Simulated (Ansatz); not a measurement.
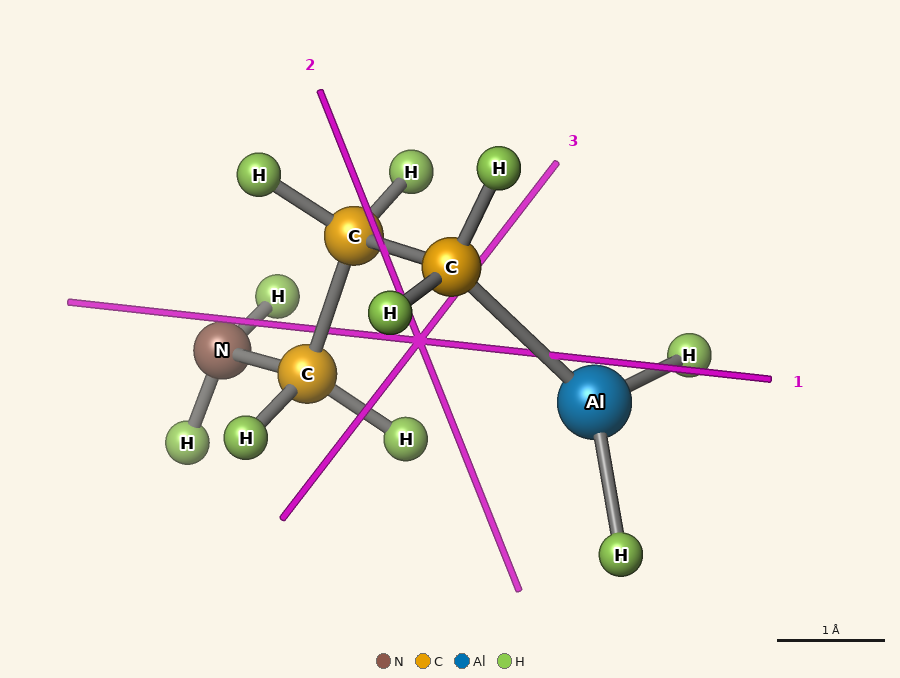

The three principal axes of inertia are drawn and numbered. Depth is shown by fading: the farther an atom, the more it takes the colour of the background. The geometry was computed by an optimisation with PBE0-D4/def2-TZVP. No frequency run is at hand to confirm it as a minimum. Masses are those of the most abundant isotopes; constants are for the rigid equilibrium geometry.

> Which line is the a axis (least moment of inertia), which b and which c?

a is line 1, b is line 2, c is line 3; the moments are 72.8, 243, 288 u Å².

> What kind of rotor is it, and what are its rotational constants in GHz?

An asymmetric top (C1): A = 6.95, B = 2.08, C = 1.75 GHz. Ray's parameter κ is −0.87, close to the prolate limit.
